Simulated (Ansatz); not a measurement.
Input

```
crystal:
  periodic: [false, false, false]
  atoms:
    - {symbol: C, position_ang: [0.629722, 0.896354, 0.445592]}
    - {symbol: C, position_ang: [-0.029784, -0.042362, -0.020872]}
    - {symbol: H, position_ang: [-0.599948, -0.853982, -0.424720]}
basis:
  gaussian: {orbitals: "def2-TZVPPD.json"}
total_charge: -1
hamiltonian: {xc: pbe0, dispersion: d4}
output: {orbitals: {seedname: orbitals}}
```

Launched as:

```sh
ansatz run in.yaml --threads 2 --pin off --events-out ev --progress --plain --max-ram 32768MiB --backend cpu
```

Geometry: PBE0-D4/def2-TZVPD.

These are results of RKS PBE0-D4/def2-TZVPPD in Ansatz, not measurements.

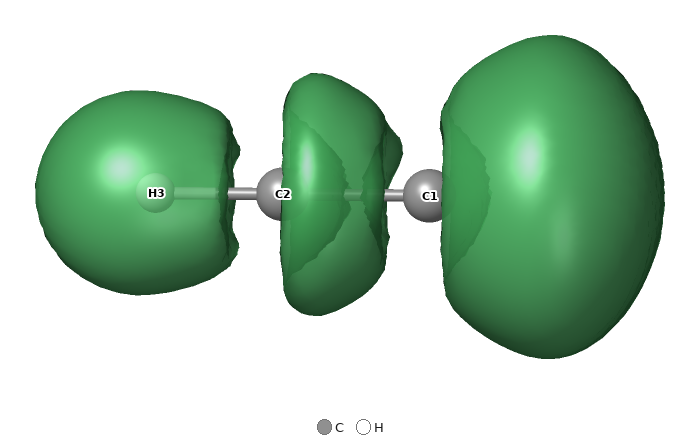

C$_{2}$H (SMILES [C-]#C) (charge −1). Isosurface of the ELF at 0.75 (green), seen from one side. Core shells and regions of very low density are left out.

Where are the electrons localised?

Answer. The surface consists of one region between bonded C–C atoms (shared pairs), one region around a hydrogen nucleus and one lobe on C, pointing away from the bonds (lone pairs). Profiles from the grid: C–C (1.24 Å): the ELF peaks at about 0.90 between the atoms (a multiple bond). C–H (1.07 Å): the ELF climbs to about 1 towards the hydrogen, as it does in any bond to H; a covalent bond by its length.
